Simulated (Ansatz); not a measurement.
**Breaking a bond in BSiH5 (BH2(SiH3))**

The species is BSiH5 (7 atoms), meant as a singlet with charge 0. SMILES: `[H]B([H])[SiH3]`. The shape is that of a GFN2-xTB optimisation.

```tsv
atom	x (Å)	y (Å)	z (Å)
B	0.5955	1.0386	0.0060
H	1.7651	1.0769	0.0274
H	0.0392	2.0670	-0.0480
Si	-0.3777	-0.6580	0.0184
H	-1.7138	-0.6057	0.6330
H	0.3005	-1.7642	0.7131
H	-0.6090	-1.1546	-1.3498
```

The Si4–H7 distance is scanned; the parts on either side stay rigid. Basis STO-3G, 6 core orbitals frozen in the correlated methods; program Ansatz 0.2.0. FCI is exact within this basis and core. Energies in eV from each method's value at 1.474 Å; methods without a U are spin-restricted. The shape above is that at 1.474 Å.

| distance (Å) | CAM-B3LYP | RPA@PBE | CCSD(T) | CCSDT | CCSDTQ | FCI |
| --- | --- | --- | --- | --- | --- | --- |
| 1.474 | 0.00 | 0.00 | 0.00 | 0.00 | 0.00 | 0.00 |
| 1.842 | 1.29 | 1.12 | 1.15 | 1.15 | 1.15 | 1.15 |
| 2.211 | 3.26 | 2.85 | 2.79 | 2.78 | 2.78 | 2.78 |
| 2.948 | 6.41 | 5.13 | 4.40 | 4.42 | 4.42 | 4.42 |
| 3.685 | 7.97 | 5.61 | 4.55 | 4.66 | 4.66 | 4.66 |

Departure from the FCI curve at its largest: CAM-B3LYP +3.31 eV at 3.69 Å; RPA@PBE +0.95 eV at 3.69 Å; CCSD(T) -0.11 eV at 3.69 Å; CCSDT within 0.005 eV; CCSDTQ within 0.005 eV. Restricted functionals keep the electrons paired too, and rise too high.

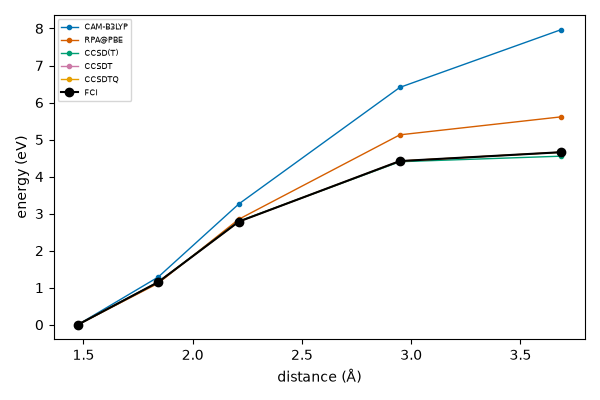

The curves of the table.
